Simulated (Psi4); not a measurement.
## Energy and gradient calculation of InNH3Cl

- system: InNH3Cl, SMILES [NH2][InH][Cl]
- method: PBE0/def2-SVPD, RKS, core potentials def2 (Psi4 1.11)

The geometry comes from this level: PBE0-D4/def2-TZVP.

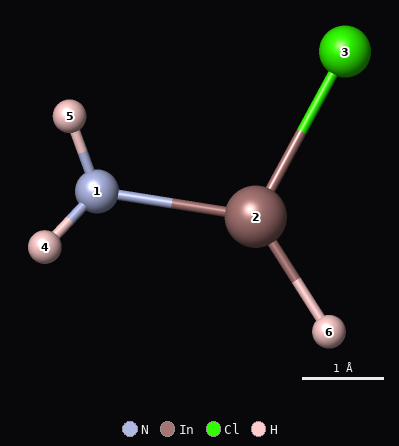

Fig. 1: The structure as given in the input (ball-and-stick view, seen on its broad side; atoms are numbered from 1 in the order of the input). Sticks mark near contacts. Bond lengths as drawn: Cl–In 2.34 Å, H–In 1.69 Å, H–N 1.01 Å and In–N 2.00 Å.

Input (job.py)
```python
import psi4

psi4.set_memory('2200 MB')
psi4.set_num_threads(1)
psi4.set_output_file('clh3inn.out', False)

geom = psi4.geometry("""
0 1
N     -1.020800     0.188100    -0.504100
In     0.792100     0.148600     0.327900
Cl     0.990800    -1.771000     1.649200
H     -1.219400     0.761400    -1.308200
H     -1.558200    -0.664500    -0.526800
H      2.057500     1.273400     0.315800
units angstrom
symmetry c1
""")

psi4.set_options({
    'basis': 'def2-SVPD',
    'puream': True,
    'e_convergence': 1e-09,
    'd_convergence': 1e-08,
    'scf_type': 'pk',
    'dft_radial_points': 99,
    'dft_spherical_points': 590,
})

energy_value, wavefunction = psi4.gradient("pbe0", return_wfn=True)
psi4.oeprop(wavefunction, "DIPOLE", "WIBERG_LOWDIN_INDICES", "MULLIKEN_CHARGES")
print('gradient / Eh bohr^-1')
print(energy_value.np.round(6))
print(f'energy = {wavefunction.energy():.10f} Eh')
```

Machine: 1 thread of Intel Xeon @ 2.50GHz (Skylake/Cascade Lake), 32 GiB of memory available, shared host.

Command:
```bash
python job.py
```

The program's output
```
Psi4 1.11 release

gradient() will perform analytic gradient computation.

   => Loading Basis Set <=

    Name: DEF2-SVPD
    Role: ORBITAL
    Keyword: BASIS

    !!!  WARNING: ECP capability is in beta. Please check occupations closely.  !!!

         ---------------------------------------------------------
                                   SCF
                              RKS Reference
                        1 Threads,   2098 MiB Core
         ---------------------------------------------------------

  ==> Geometry <==

    Molecular point group: c1
    Full point group: C1

    Geometry (in Angstrom), charge = 0, multiplicity = 1:

       Center              X                  Y                   Z               Mass
    ------------   -----------------  -----------------  -----------------  -----------------
         N           -1.683729333762     0.432799202507    -1.023919953738    14.003074004430
         IN           0.129170666238     0.393299202507    -0.191919953738   114.903878776000
         CL           0.327870666238    -1.526300797493     1.129380046262    34.968852682000
         H           -1.882329333762     1.006099202507    -1.828019953738     1.007825032230
         H           -2.221129333762    -0.419800797493    -1.046619953738     1.007825032230
         H            1.394570666238     1.518099202507    -0.204019953738     1.007825032230

  Running in c1 symmetry.

  Rotational constants: A =      0.33884  B =      0.09383  C =      0.07356 [cm^-1]
  Rotational constants: A =  10158.09740  B =   2812.97323  C =   2205.32141 [MHz]
  Nuclear repulsion =  168.696243349093265

  Charge       = 0
  Multiplicity = 1
  Electrons    = 48
  Nalpha       = 24
  Nbeta        = 24

  ==> Algorithm <==

  SCF Algorithm Type is PK.
  DIIS enabled.
  MOM disabled.
  Fractional occupation disabled.
  Guess Type is SAD.
  Energy threshold   = 1.00e-09
  Density threshold  = 1.00e-08
  Integral threshold = 1.00e-12

  ==> Primary Basis <==

  Basis Set: DEF2-SVPD
    Blend: DEF2-SVPD
    Number of shells: 43
    Number of basis functions: 103
    Number of Cartesian functions: 110
    Spherical Harmonics?: true
    Max angular momentum: 2

  Core potential: DEF2-SVPD
    Number of shells: 4
    Number of ECP primitives: 18
    Number of ECP core electrons: 28
    Max angular momentum: 3

  ==> DFT Potential <==

   => LibXC <=

    Version 7.1.2

   => Composite Functional: PBE0 <=

    PBE0 Hyb-GGA Exchange-Correlation Functional

    Deriv               =              1
    GGA                 =           TRUE
    Meta                =          FALSE

    Exchange Hybrid     =           TRUE
    MP2 Hybrid          =          FALSE

   => Exchange Functionals <=

    0.7500   Perdew, Burke & Ernzerhof

   => Exact (HF) Exchange <=

    0.2500               HF

   => Correlation Functionals <=

    1.0000   Perdew, Burke & Ernzerhof

   => LibXC Density Thresholds  <==

    XC_HYB_GGA_XC_PBEH:  1.00E-15

   => Molecular Quadrature <=

    Radial Scheme          =       TREUTLER
    Pruning Scheme         =           NONE
    Nuclear Scheme         =       TREUTLER

    Blocking Scheme        =         OCTREE
    BS radius alpha        =              1
    Pruning alpha          =              1
    Radial Points          =             99
    Spherical Points       =            590
    Total Points           =         336767
    Total Blocks           =           2506
    Max Points             =            256
    Max Functions          =            101
    Weights Tolerance      =       1.00E-15

  ==> Integral Setup <==

  Using in-core PK algorithm.
   Calculation information:
      Number of atoms:                   6
      Number of AO shells:              43
      Number of primitives:             78
      Number of atomic orbitals:       110
      Number of basis functions:       103

      Integral cutoff                 1.00e-12
      Number of threads:                 1

  Performing in-core PK
  Using 28692092 doubles for integral storage.
  We computed 421626 shell quartets total.
  Whereas there are 447931 unique shell quartets.

  ==> DiskJK: Disk-Based J/K Matrices <==

    J tasked:                  Yes
    K tasked:                  Yes
    wK tasked:                  No
    Memory [MiB]:              858
    Schwarz Cutoff:          1E-12

  Cached 50.0% of DFT collocation blocks in 0.411 [GiB].

  Minimum eigenvalue in the overlap matrix is 3.6227146722E-04.
  Reciprocal condition number of the overlap matrix is 5.2245465788E-05.
    Using symmetric orthogonalization.

  ==> Pre-Iterations <==

  SCF Guess: Superposition of Atomic Densities via on-the-fly atomic UHF (no occupation information).

   -------------------------
    Irrep   Nso     Nmo
   -------------------------
     A        103     103
   -------------------------
    Total     103     103
   -------------------------

  ==> Iterations <==

                        Total Energy        Delta E     RMS |[F,P]|

   @RKS iter SAD:  -705.38811031870750   -7.05388e+02   0.00000e+00
   @RKS iter   1:  -706.15652473465570   -7.68414e-01   8.74415e-03 DIIS/ADIIS
   @RKS iter   2:  -705.08241476803687    1.07411e+00   1.44274e-02 DIIS/ADIIS
   @RKS iter   3:  -706.50464355146903   -1.42223e+00   2.43535e-03 DIIS/ADIIS
   @RKS iter   4:  -706.54082343419532   -3.61799e-02   6.41823e-04 DIIS/ADIIS
   @RKS iter   5:  -706.54286310307737   -2.03967e-03   1.04872e-04 DIIS/ADIIS
   @RKS iter   6:  -706.54295159088917   -8.84878e-05   2.59303e-05 DIIS
   @RKS iter   7:  -706.54295582043039   -4.22954e-06   5.99919e-06 DIIS
   @RKS iter   8:  -706.54295603568471   -2.15254e-07   1.73537e-06 DIIS
   @RKS iter   9:  -706.54295605457412   -1.88894e-08   5.42488e-07 DIIS
   @RKS iter  10:  -706.54295605644415   -1.87003e-09   8.67671e-08 DIIS
   @RKS iter  11:  -706.54295605650896   -6.48015e-11   2.36289e-08 DIIS
   @RKS iter  12:  -706.54295605651271   -3.75167e-12   7.61324e-09 DIIS
  Energy and wave function converged.

  ==> Post-Iterations <==

   Electrons on quadrature grid:
      Ntotal   =   48.0000011359 ; deviation = 1.136e-06

    Orbital Energies [Eh]
    ---------------------

    Doubly Occupied:

       1A   -101.659359     2A    -14.387974     3A     -9.507801
       4A     -7.246156     5A     -7.241459     6A     -7.240778
       7A     -4.742509     8A     -3.142688     9A     -3.136269
      10A     -3.132294    11A     -0.869702    12A     -0.839574
      13A     -0.811317    14A     -0.810016    15A     -0.806709
      16A     -0.792275    17A     -0.771381    18A     -0.498258
      19A     -0.464741    20A     -0.372202    21A     -0.346108
      22A     -0.324091    23A     -0.312209    24A     -0.279361

    Virtual:

      25A     -0.048192    26A     -0.035239    27A      0.002393
      28A      0.020787    29A      0.058633    30A      0.071309
      31A      0.077489    32A      0.083302    33A      0.087575
      34A      0.103908    35A      0.115563    36A      0.119345
      37A      0.127586    38A      0.146566    39A      0.161160
      40A      0.180376    41A      0.199189    42A      0.203053
      43A      0.218514    44A      0.226292    45A      0.238099
      46A      0.250230    47A      0.254768    48A      0.268761
      49A      0.284229    50A      0.290745    51A      0.320158
      52A      0.322790    53A      0.334361    54A      0.369051
      55A      0.391533    56A      0.411945    57A      0.415454
      58A      0.445291    59A      0.452496    60A      0.466343
      61A      0.492624    62A      0.512580    63A      0.568215
      64A      0.581803    65A      0.615875    66A      0.635325
      67A      0.661160    68A      0.713473    69A      0.758310
      70A      0.865879    71A      0.910181    72A      0.919806
      73A      1.001855    74A      1.008726    75A      1.018799
      76A      1.031908    77A      1.070958    78A      1.087430
      79A      1.115997    80A      1.143163    81A      1.172460
      82A      1.348328    83A      1.401758    84A      1.465455
      85A      1.503349    86A      1.668249    87A      1.695068
      88A      1.779900    89A      1.818188    90A      1.853537
      91A      1.965741    92A      2.007427    93A      2.186201
      94A      2.265176    95A      2.564525    96A      2.667661
      97A      2.783328    98A      3.234333    99A      3.511151
     100A     16.107828   101A     17.506303   102A     17.676286
     103A     61.169408

    Final Occupation by Irrep:
              A
    DOCC [    24 ]
    NA   [    24 ]
    NB   [    24 ]

  @RKS Final Energy:  -706.54295605651271

   => Energetics <=

    Nuclear Repulsion Energy =            168.6962433490932654
    One-Electron Energy =               -1382.7761173178716945
    Two-Electron Energy =                 547.5832620931778365
    DFT Exchange-Correlation Energy =     -40.0463441809120866
    Empirical Dispersion Energy =           0.0000000000000000
    VV10 Nonlocal Energy =                  0.0000000000000000
    Total Energy =                       -706.5429560565127076

Computation Completed

Properties will be evaluated at   0.000000,   0.000000,   0.000000 [a0]

Properties computed using the SCF density matrix

 Multipole Moments:

 ------------------------------------------------------------------------------------
     Multipole            Electronic (a.u.)      Nuclear  (a.u.)        Total (a.u.)
 ------------------------------------------------------------------------------------

 L = 1.  Multiply by 2.5417464519 to convert [e a0] to [Debye]
 Dipole X            :         11.6116551          -11.7325688           -0.1209137
 Dipole Y            :         24.5565350          -23.7233162            0.8332188
 Dipole Z            :        -10.2286675            9.3032015           -0.9254660
 Magnitude           :                                                    1.2511439

 ------------------------------------------------------------------------------------

	total time  =         22 seconds =       0.37 minutes

         ------------------------------------------------------------
                                   SCF GRAD
         ------------------------------------------------------------

  ==> Geometry <==

    Molecular point group: c1
    Full point group: C1

    Geometry (in Angstrom), charge = 0, multiplicity = 1:

       Center              X                  Y                   Z               Mass
    ------------   -----------------  -----------------  -----------------  -----------------
         N           -1.683729333762     0.432799202507    -1.023919953738    14.003074004430
         IN           0.129170666238     0.393299202507    -0.191919953738   114.903878776000
         CL           0.327870666238    -1.526300797493     1.129380046262    34.968852682000
         H           -1.882329333762     1.006099202507    -1.828019953738     1.007825032230
         H           -2.221129333762    -0.419800797493    -1.046619953738     1.007825032230
         H            1.394570666238     1.518099202507    -0.204019953738     1.007825032230

  Nuclear repulsion =  168.696243349093265

  ==> Basis Set <==

  Basis Set: DEF2-SVPD
    Blend: DEF2-SVPD
    Number of shells: 43
    Number of basis functions: 103
    Number of Cartesian functions: 110
    Spherical Harmonics?: true
    Max angular momentum: 2

  Core potential: DEF2-SVPD
    Number of shells: 4
    Number of ECP primitives: 18
    Number of ECP core electrons: 28
    Max angular momentum: 3

  ==> DirectJKGrad: Integral-Direct SCF Gradients <==

    Gradient:                    1
    J tasked:                  Yes
    K tasked:                  Yes
    wK tasked:                  No
    Integrals threads:           1
    Schwarz Cutoff:          1E-12

  ==> DFT Potential <==

   => LibXC <=

    Version 7.1.2

   => Composite Functional: PBE0 <=

    PBE0 Hyb-GGA Exchange-Correlation Functional

    Deriv               =              1
    GGA                 =           TRUE
    Meta                =          FALSE

    Exchange Hybrid     =           TRUE
    MP2 Hybrid          =          FALSE

   => Exchange Functionals <=

    0.7500   Perdew, Burke & Ernzerhof

   => Exact (HF) Exchange <=

    0.2500               HF

   => Correlation Functionals <=

    1.0000   Perdew, Burke & Ernzerhof

   => LibXC Density Thresholds  <==

    XC_HYB_GGA_XC_PBEH:  1.00E-15

   => Molecular Quadrature <=

    Radial Scheme          =       TREUTLER
    Pruning Scheme         =           NONE
    Nuclear Scheme         =       TREUTLER

    Blocking Scheme        =         OCTREE
    BS radius alpha        =              1
    Pruning alpha          =              1
    Radial Points          =             99
    Spherical Points       =            590
    Total Points           =         336767
    Total Blocks           =           2506
    Max Points             =            256
    Max Functions          =            101
    Weights Tolerance      =       1.00E-15

  -Total Gradient:
     Atom            X                  Y                   Z
    ------   -----------------  -----------------  -----------------
       1        0.002122370813     0.000064522143     0.001623444897
       2       -0.004981410196    -0.007668049629     0.001697281695
       3       -0.001093556359     0.008336393752    -0.005794387020
       4        0.001784339109    -0.003010771497     0.002873714547
       5        0.003344272475     0.003116699358    -0.000371120076
       6       -0.001190068838    -0.000832402332    -0.000013516522

	total time  =         10 seconds =       0.17 minutes

Properties will be evaluated at   0.000000,   0.000000,   0.000000 [a0]
OEProp: No title given, name of density matrix used for the following properties is 'SCF density'

 Multipole Moments:

 ------------------------------------------------------------------------------------
     Multipole            Electronic (a.u.)      Nuclear  (a.u.)        Total (a.u.)
 ------------------------------------------------------------------------------------

 L = 1.  Multiply by 2.5417464519 to convert [e a0] to [Debye]
 Dipole X            :         11.6116551          -11.7325688           -0.1209137
 Dipole Y            :         24.5565350          -23.7233162            0.8332188
 Dipole Z            :        -10.2286675            9.3032015           -0.9254660
 Magnitude           :                                                    1.2511439

 ------------------------------------------------------------------------------------
  Mulliken Charges: (a.u.)
   Center  Symbol    Alpha    Beta     Spin     Total
       1     N     3.44257  3.44257  0.00000  0.11485
       2    IN    10.15683 10.15683  0.00000  0.68634
       3    CL     8.81101  8.81101  0.00000 -0.62202
       4     H     0.56053  0.56053  0.00000 -0.12107
       5     H     0.54642  0.54642  0.00000 -0.09283
       6     H     0.48264  0.48264  0.00000  0.03473

   Total alpha = 24.00000, Total beta = 24.00000, Total charge = -0.00000

  Wiberg Bond Indices using Orthogonal Lowdin Orbitals:

  Irrep: 1 Size: 6 x 6

                 1                   2                   3                   4                   5

    1     0.00000000000000     1.09976634027997     0.11864075107175     1.34247969236121     1.32194886083122
    2     1.09976634027997     0.00000000000000     1.50354434891002     0.14688829131956     0.14898508949321
    3     0.11864075107175     1.50354434891002     0.00000000000000     0.01387924009325     0.01989202709487
    4     1.34247969236121     0.14688829131956     0.01387924009325     0.00000000000000     0.20609687752882
    5     1.32194886083122     0.14898508949321     0.01989202709487     0.20609687752882     0.00000000000000
    6     0.08122800480125     0.99390981493561     0.12612277302679     0.00820428915866     0.00716165155999

                 6

    1     0.08122800480125
    2     0.99390981493561
    3     0.12612277302679
    4     0.00820428915866
    5     0.00716165155999
    6     0.00000000000000

  Atomic Valences:

 #  #
 Irrep: 1
      1:    3.964063649345395
      2:    3.893093884938374
      3:    1.782079140196684
      4:    1.717548390461497
      5:    1.704084506508122
      6:    1.216626533482318
```

Standard output
```
gradient / Eh bohr^-1
[[ 2.122e-03  6.500e-05  1.623e-03]
 [-4.981e-03 -7.668e-03  1.697e-03]
 [-1.094e-03  8.336e-03 -5.794e-03]
 [ 1.784e-03 -3.011e-03  2.874e-03]
 [ 3.344e-03  3.117e-03 -3.710e-04]
 [-1.190e-03 -8.320e-04 -1.400e-05]]
energy = -706.5429560565 Eh
```

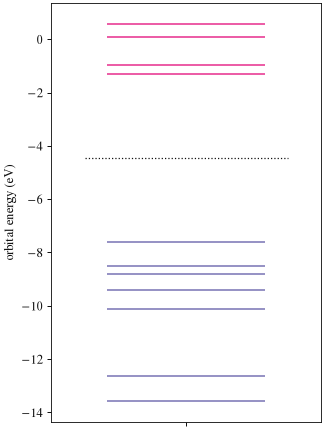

Fig. 2: Orbital energies near the frontier; the dotted line parts filled from empty levels, and levels within 0.02 eV of each other stand side by side. Highest filled −7.60 eV, lowest empty −1.31 eV, 6.29 eV apart.

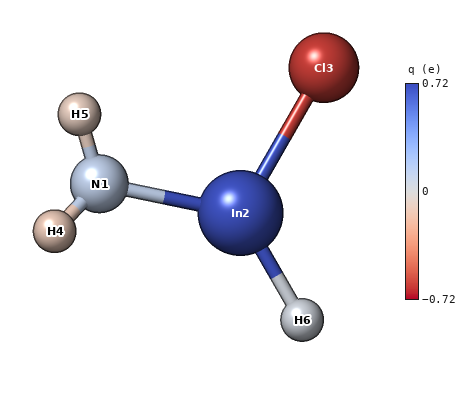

Fig. 3: Mulliken charges, as the colour of each atom (ball-and-stick view, seen at a tilt; atoms are numbered from 1 in the order of the input). By element: N +0.11, In +0.69, Cl −0.62 and H −0.12 to +0.03 e.

Summary

```tsv
quantity	value
outcome	converged
total energy	−706.542956 hartree
basis functions	103
largest force	0.525 eV/Å
HOMO	−7.60 eV
LUMO	−1.31 eV
dipole moment	3.18 D
wall time	33 s
peak memory	0.86 GiB
```
